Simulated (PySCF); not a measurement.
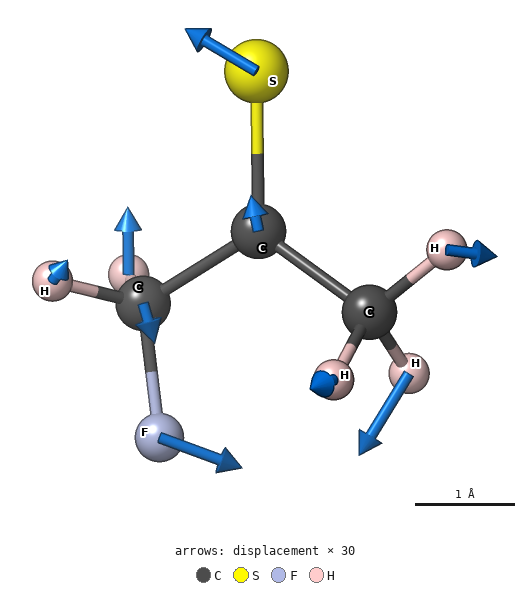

A relaxation of C3H5FS. The starting structure is drawn; blue arrows show the displacements, 30 times their true length. The two geometries are superimposed by the best rigid fit.

Style: ball-and-stick. Shown at a tilt.

The start comes from GFN2-xTB.

These are results of PySCF, PBE0-D3(BJ)/def2-SVP geometry optimisation, gas phase, not measurements. 

> Describe the change and its energy.

Over 3 geometry steps the energy falls by 0.023 eV. The largest force component goes from 0.5 to 0.022 eV/Å. The largest move after the best rigid fit is that of an H atom, 0.033 Å. Largest moves by element: H 0.033 Å, F 0.030 Å, S 0.029 Å, C 0.014 Å. Near-neighbour distances that change, for instance: C–H 1.091 → 1.103 Å, C–C 1.499 → 1.507 Å, C–C 1.482 → 1.489 Å.
